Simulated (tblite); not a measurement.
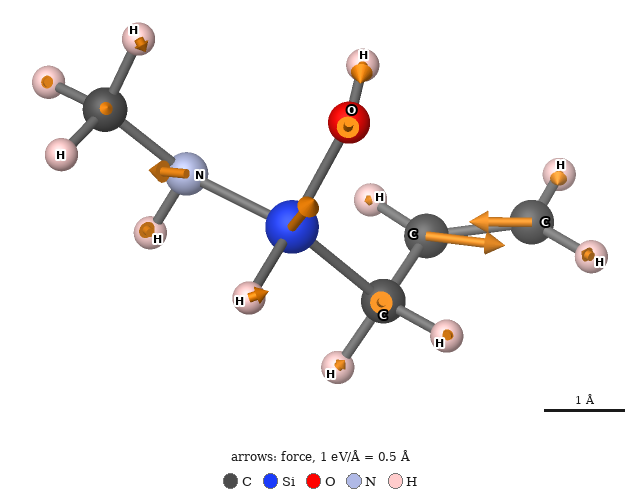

Starting geometry of C₄H₁₁NOSi with the computed forces as orange arrows. A ball-and-stick model, seen at a tilt.

Computed with GFN2-xTB geometry optimisation, gas phase (tblite 0.8.0). 

**What follows when this structure is relaxed?**

It isn't relaxed: the largest force vector, on a C atom, is 2.04 eV/Å. The final displacements have little in common with the starting forces (cosine between the two patterns 0.15). After 118 geometry steps the energy has fallen by 32.6 kJ/mol. The atom that moves furthest after the best rigid fit is an H atom (0.64 Å). Largest moves by element: H 0.64 Å, C 0.40 Å, O 0.21 Å, N 0.14 Å, Si 0.06 Å. Some distances before and after: O–Si 1.663 → 1.626 Å, C–C 1.354 → 1.323 Å, C–Si 1.887 → 1.911 Å, N–Si 1.698 → 1.722 Å. Bond angles that change, for instance: N–Si–H 107.0° → 117.7°, Si–N–H 108.0° → 118.4°, O–Si–H 109.0° → 100.0°. Groups turn about O–Si by about 20°, C–C by about 20°.
